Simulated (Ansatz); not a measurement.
**CH6OSi2: rigid torsion scan**

Computed with the Python package of Ansatz 0.2.0. Level of theory: Hartree-Fock/def2-SVP.

## (1) The system

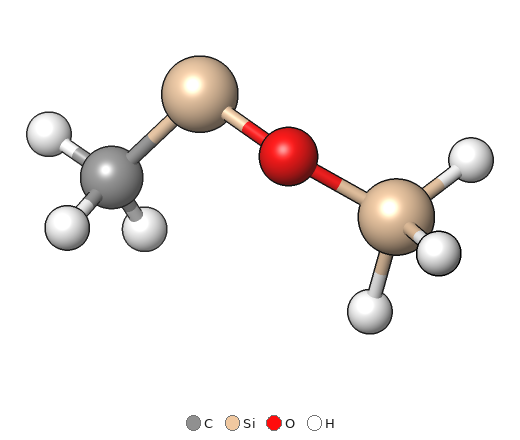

The structure that the script starts from, seen from a chosen angle (carbon grey, silicon light orange, oxygen red, hydrogen white).

The script holds or builds the structure itself.

## (2) Script

Input file torsion.py:

```python
'''Rigid torsion scan of CH6OSi2.'''

import ansatz
from ase import Atoms

BASIS = 'def2-SVP'
FUNCTIONAL = 'hf'
FORCE_TOL = 0.02

atoms = Atoms(['C', 'Si', 'O', 'Si', 'H', 'H', 'H', 'H', 'H', 'H'], positions=[
    [-0.5833, 1.4438, -1.2727],
    [0.9785, 1.0286, -0.5212],
    [0.8079, 0.0679, 0.8065],
    [0.5678, -1.4904, 1.2308],
    [-1.1737, 0.5952, -1.643],
    [-1.2723, 2.0334, -0.5732],
    [-0.4613, 2.1448, -2.1462],
    [-0.8305, -1.8315, 0.7556],
    [0.5698, -1.6368, 2.7498],
    [1.4803, -2.4062, 0.6165],
])

# relax first, so that the scan starts from a minimum
first = (
    ansatz.Crystal.molecule_from_ase(atoms).calculation()
    .basis(gaussian=BASIS)
    .functional(FUNCTIONAL)
    .relax(force_tolerance=FORCE_TOL, max_steps=80)
)
atoms.positions = first.run(threads=1).report['positions_ang']

start = atoms.get_dihedral(1, 2, 3, 7)
energies = {}
for turn in range(0, 121, 20):
    turned = atoms.copy()
    turned.set_dihedral(1, 2, 3, 7, start + turn, indices=[3, 7, 8, 9])
    model = (
        ansatz.Crystal.molecule_from_ase(turned).calculation()
        .basis(gaussian=BASIS)
        .functional(FUNCTIONAL)
    )
    energies[round((start + turn) % 360)] = model.run(threads=1).report['free_energy_ev']
floor = min(energies.values())
print('dihedral Si1-O2-Si3-H7 (deg)   E - E(min) (kJ/mol)')
for angle, e in sorted(energies.items()):
    print(f'{angle:8d} {96.485332 * (e - floor):14.3f}  ' + '#' * int(30 * (e - floor) / max(max(energies.values()) - floor, 1e-9)))
```

## (3) The calls as engine input

The package turns the script's settings into the engine's input (first run):

```yaml
crystal:
  periodic: [false, false, false]
  atoms:
    - { symbol: C, position_ang: [-0.5833, 1.4438, -1.2727] }
    - { symbol: Si, position_ang: [0.9785, 1.0286, -0.5212] }
    - { symbol: O, position_ang: [0.8079, 0.0679, 0.8065] }
    - { symbol: Si, position_ang: [0.5678, -1.4904, 1.2308] }
    - { symbol: H, position_ang: [-1.1737, 0.5952, -1.643] }
    - { symbol: H, position_ang: [-1.2723, 2.0334, -0.5732] }
    - { symbol: H, position_ang: [-0.4613, 2.1448, -2.1462] }
    - { symbol: H, position_ang: [-0.8305, -1.8315, 0.7556] }
    - { symbol: H, position_ang: [0.5698, -1.6368, 2.7498] }
    - { symbol: H, position_ang: [1.4803, -2.4062, 0.6165] }
basis:
  gaussian:
    orbitals: def2-SVP
hamiltonian:
  xc: hf
relax:
  f_tol: 0.02
  max_steps: 80
```

## (4) Running it

Command:

```console
$ python torsion.py
```

**Question.** How long does this script take on 1 thread of Arm Neoverse V1, shared host, and how much memory does it need?

About 80 s, with a peak of 0.24 GiB.
